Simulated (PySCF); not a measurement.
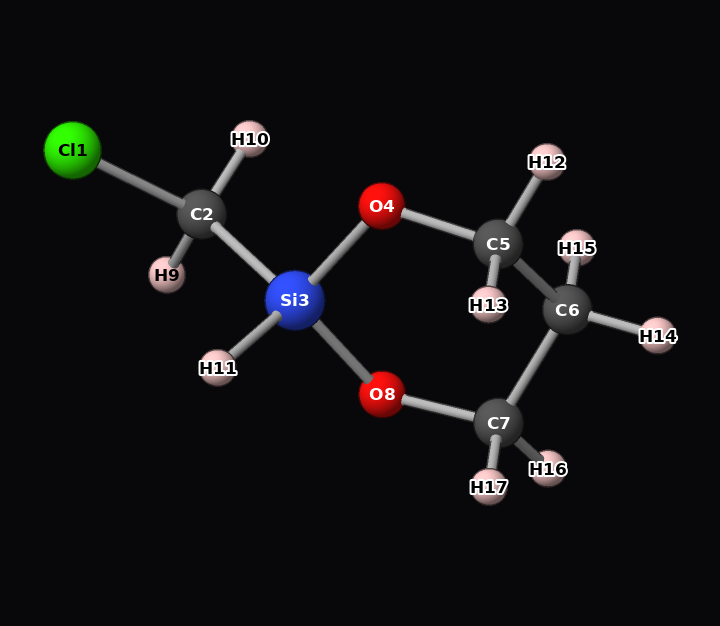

The questions are on Hirshfeld charges. The geometry was computed by an optimisation with GFN2-xTB. No frequency run is at hand to confirm it as a minimum. Method: PBE0/pcSseg-1, gas phase (PySCF 2.14.0).

Q: Which atom carries the highest charge (most positive or least negative)?

A: Si3 (0.45 e).

Q: And the lowest?

A: O8 (−0.24 e).

Give the Hirshfeld charges atom by atom.

| atom | value (e) |
| --- | --- |
| Cl1 | −0.07 |
| C2 | −0.13 |
| Si3 | 0.45 |
| O4 | −0.23 |
| C5 | 0.01 |
| C6 | −0.08 |
| C7 | 0.01 |
| O8 | −0.24 |
| H9 | 0.05 |
| H10 | 0.05 |
| H11 | −0.09 |
| H12 | 0.05 |
| H13 | 0.04 |
| H14 | 0.05 |
| H15 | 0.04 |
| H16 | 0.05 |
| H17 | 0.04 |

The geometry is semi-empirical. Around Si such bond lengths and angles can be off by a tenth of an ångström or more and by several degrees, and values that hang on the shape move with them.
